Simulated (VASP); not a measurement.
Band structure of RhSi (relaxed from the zinc blende structure, space group F-43m). Method: PBEsol GGA, VASP's PBE PAW potentials (set 64) (plane waves; VASP).

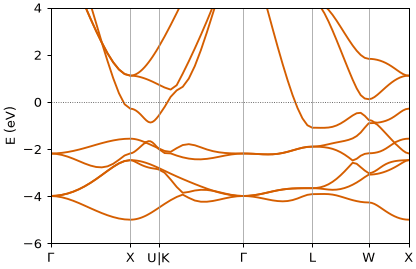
Figure. Bands along high-symmetry lines, zero at the valence-band maximum or, without a gap, the Fermi level

Read the plot: is there a gap, and where are the band edges?

It has no gap at this level: it comes out as a metal or semimetal. (Edges off the drawn lines would not show.)

The structure was generated: RhSi was put into the zinc blende type (F-43m), which need not be its known phase. It was relaxed first, which changed the volume by -27 %. The electron count is odd and the run is not spin-polarised, which forces a metal.
